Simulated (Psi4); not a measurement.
# BH2F (SMILES BF): HSE06/cc-pVTZ

Aim: the energy change on altering one bond length of BH2F at HSE06/cc-pVTZ, from 2 runs. 

The calculation is run with Psi4 1.11.

2 further runs of the same task are left out: 2 set aside as unsound or not needed.

## 1. The structure to begin with

BH2F: 4 atoms, total charge 0, spin state singlet. SMILES: `BF`. The shape is that of a PBE0-D4/def2-TZVP optimisation.

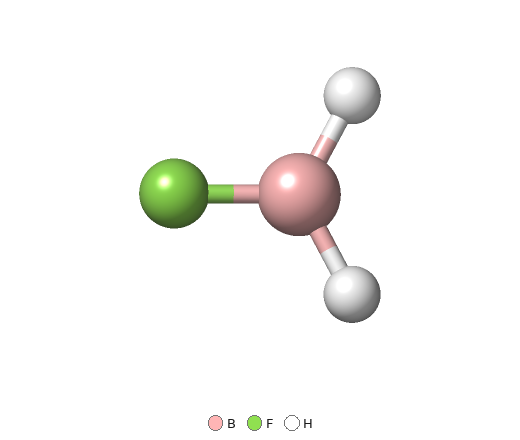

Viewed from a chosen angle; boron pink, fluorine green, hydrogen white.

## 2. Energy and forces at HSE06/cc-pVTZ

bfh2.xyz reads:

```xyz
4
BFH2
B     -0.027300    -0.004000    -0.030800
F      1.061200    -0.296700     0.649900
H     -1.012500    -0.649100     0.186200
H      0.034200     0.889600    -0.825600
```

calc.py reads:

```python
import psi4

psi4.set_memory('1600 MB')
psi4.set_num_threads(1)
psi4.set_output_file('bfh2.out', False)

with open('bfh2.xyz') as f:
    atoms = ''.join(f.readlines()[2:])
m = psi4.geometry('0 1\n' + atoms + 'symmetry c1')

options = {'basis': 'cc-pVTZ', 'puream': True, 'e_convergence': 1e-09, 'd_convergence': 1e-08, 'scf_type': 'pk', 'dft_radial_points': 99, 'dft_spherical_points': 590}
psi4.set_options(options)

e, wfn = psi4.gradient('hse06', molecule=m, return_wfn=True)
print('gradient / Eh bohr^-1')
print(e.np.round(6))
print(f'energy = {wfn.energy():.10f} Eh')
for k, v in sorted(psi4.core.scalar_variables().items()):
    print(f'{k:45s} {v:18.10f}')
```

Started as:

```console
$ python calc.py
```

bfh2.out, shortened:

```text
[...]
  Running in c1 symmetry.
[...]
  Nuclear repulsion =   27.175758468175218
[...]
  Multiplicity = 1
[...]
  Nalpha       = 8
  Nbeta        = 8
[...]
    Number of basis functions: 88
[...]
   @RKS iter   1:  -125.79836894898006   -4.92339e-01   3.98222e-03 ADIIS/DIIS
[...]
   @RKS iter   9:  -125.84728835950037   -6.39488e-13   2.62261e-09 DIIS
[...]
    Orbital Energies [Eh]
    ---------------------
    Doubly Occupied:
       1A    -24.777239     2A     -6.831237     3A     -1.240902
       4A     -0.572239     5A     -0.485627     6A     -0.468954
       7A     -0.450798     8A     -0.327410
[...]
  @RKS Final Energy:  -125.84728835950037
   => Energetics <=
    Nuclear Repulsion Energy =             27.1757584681752178
    One-Electron Energy =                -227.2924169837051238
    Two-Electron Energy =                  85.9958730510212206
    DFT Exchange-Correlation Energy =     -11.7265028949916807
    Empirical Dispersion Energy =           0.0000000000000000
    VV10 Nonlocal Energy =                  0.0000000000000000
    Total Energy =                       -125.8472883595003680
[...]
 Multipole Moments:
 ------------------------------------------------------------------------------------
     Multipole            Electronic (a.u.)      Nuclear  (a.u.)        Total (a.u.)
 ------------------------------------------------------------------------------------
 L = 1.  Multiply by 2.5417464519 to convert [e a0] to [Debye]
 Dipole X            :          1.6538979           -1.8791707           -0.2252728
 Dipole Y            :         -0.4449113            0.5054210            0.0605097
 Dipole Z            :          1.0345005           -1.1752995           -0.1407990
 Magnitude           :                                                    0.2724585
[...]
  -Total Gradient:
     Atom            X                  Y                   Z
    ------   -----------------  -----------------  -----------------
       1       -0.000393689814     0.000075024795    -0.000213333548
       2        0.000778825143    -0.000201104077     0.000478049886
       3       -0.000511113057    -0.000415296700     0.000184775227
       4        0.000136099193     0.000538653771    -0.000443161805
[...]
```

The script printed:

```text
gradient / Eh bohr^-1
[[-3.94e-04  7.50e-05 -2.13e-04]
 [ 7.79e-04 -2.01e-04  4.78e-04]
 [-5.11e-04 -4.15e-04  1.85e-04]
 [ 1.36e-04  5.39e-04 -4.43e-04]]
energy = -125.8472883595 Eh
CURRENT ENERGY                                   -125.8472883595
CURRENT REFERENCE ENERGY                         -125.8472883595
DD SOLVATION ENERGY                                 0.0000000000
DFT FUNCTIONAL TOTAL ENERGY                      -125.8472883595
DFT TOTAL ENERGY                                 -125.8472883595
DFT VV10 ENERGY                                     0.0000000000
DFT XC ENERGY                                     -11.7265028950
GRID ELECTRONS ALPHA                                7.9999999990
GRID ELECTRONS BETA                                 7.9999999990
GRID ELECTRONS TOTAL                               15.9999999980
NUCLEAR REPULSION ENERGY                           27.1757584682
ONE-ELECTRON ENERGY                              -227.2924169837
PCM POLARIZATION ENERGY                             0.0000000000
PE ENERGY                                           0.0000000000
SCF ITERATION ENERGY                             -125.8472883595
SCF ITERATIONS                                      9.0000000000
SCF TOTAL ENERGY                                 -125.8472883595
TWO-ELECTRON ENERGY                                85.9958730510
XC GRID RADIAL POINTS                              99.0000000000
XC GRID SPHERICAL POINTS                          590.0000000000
XC GRID TOTAL POINTS                           225913.0000000000
```

It took 36 s on 1 thread of Intel Xeon Platinum 8259CL at 2.50GHz (Skylake/Cascade Lake), shared host; peak memory 0.93 GiB.

## 3. The distorted shape at the same level

bfh2.inp reads:

```
memory 1600 MB

molecule mol {
  B      0.120516     0.092789    -0.063358
  F      1.209016    -0.199911     0.617342
  H     -1.012500    -0.649100     0.186200
  H      0.182016     0.986389    -0.858158
  units angstrom
  symmetry c1
  no_reorient
  no_com
}

set puream true
set e_convergence 1e-09
set d_convergence 1e-08
set scf_type pk
set dft_radial_points 99
set dft_spherical_points 590

e_tot, wfn = gradient('hse06/cc-pVTZ', return_wfn=True)
oeprop(wfn, 'LOWDIN_CHARGES', 'QUADRUPOLE', 'MAYER_INDICES', title='HSE06')
```

Started as:

```console
$ psi4 -i bfh2.inp -o bfh2.out -n 1
```

bfh2.out, shortened:

```text
[...]
  Running in c1 symmetry.
[...]
  Nuclear repulsion =   26.723088041691444
[...]
  Multiplicity = 1
[...]
  Nalpha       = 8
  Nbeta        = 8
[...]
    Number of basis functions: 88
[...]
   @RKS iter   1:  -125.79114097276134   -5.07436e-01   3.92577e-03 DIIS/ADIIS
[...]
   @RKS iter   9:  -125.83661586588819   -4.59011e-12   3.82304e-09 DIIS
[...]
  @RKS Final Energy:  -125.83661586588819
   => Energetics <=
    Nuclear Repulsion Energy =             26.7230880416914438
    One-Electron Energy =                -226.3407970687733268
    Two-Electron Energy =                  85.4704818635497929
    DFT Exchange-Correlation Energy =     -11.6893887023561067
    Empirical Dispersion Energy =           0.0000000000000000
    VV10 Nonlocal Energy =                  0.0000000000000000
    Total Energy =                       -125.8366158658881915
[...]
  -Total Gradient:
     Atom            X                  Y                   Z
    ------   -----------------  -----------------  -----------------
       1        0.036450554972     0.027645204863    -0.011482657013
       2        0.006190641997    -0.000058375732     0.002399457756
       3       -0.044513884767    -0.029009118356     0.009676801566
       4        0.001880289373     0.001418061796    -0.000586850321
[...]
 Multipole Moments:
 ------------------------------------------------------------------------------------
     Multipole            Electronic (a.u.)      Nuclear  (a.u.)        Total (a.u.)
 ------------------------------------------------------------------------------------
 L = 1.  Multiply by 2.5417464519 to convert [e a0] to [Debye]
 Dipole X            :        -20.2673583           20.1317059           -0.1356523
 Dipole Y            :          2.0031778           -1.8858805            0.1172972
 Dipole Z            :         -8.7898086            8.6310028           -0.1588058
 Magnitude           :                                                    0.2395401
 L = 2.  Multiply by 1.3450342976 to convert [e a0^2] to [Debye ang]
 Quadrupole XX       :        -61.2663026           51.0176027          -10.2486999
 Quadrupole XY       :          4.4733291           -4.5802308           -0.1069017
[...]
```

It took 36 s on 1 thread of Intel Xeon Platinum 8259CL at 2.50GHz (Skylake/Cascade Lake), shared host; peak memory 0.92 GiB.

## 4. Outcome

Level: HSE06/cc-pVTZ.

| quantity | value |
| --- | --- |
| first shape: total energy | -125.84729 Eh |
| first shape: dipole moment | 0.69 D |
| first shape: HOMO energy | -8.91 eV |
| first shape: LUMO energy | -1.50 eV |
| first shape: HOMO–LUMO gap | 7.41 eV |
| first shape: largest force on an atom | 0.048 eV/Å |
| distorted shape: total energy | -125.83662 Eh |
| distorted shape: dipole moment | 0.61 D |
| distorted shape: HOMO energy | -8.66 eV |
| distorted shape: LUMO energy | -1.58 eV |
| distorted shape: HOMO–LUMO gap | 7.08 eV |
| distorted shape: largest force on an atom | 2.777 eV/Å |
| energy change with the B1–H3 bond stretched from 1.197 to 1.377 Å | 0.290 eV |

What this shows: With the B1–H3 bond stretched from 1.197 to 1.377 Å the energy rises by 0.29 eV (6.7 kcal/mol). The first shape isn't relaxed at this level, so the change isn't measured from a minimum.
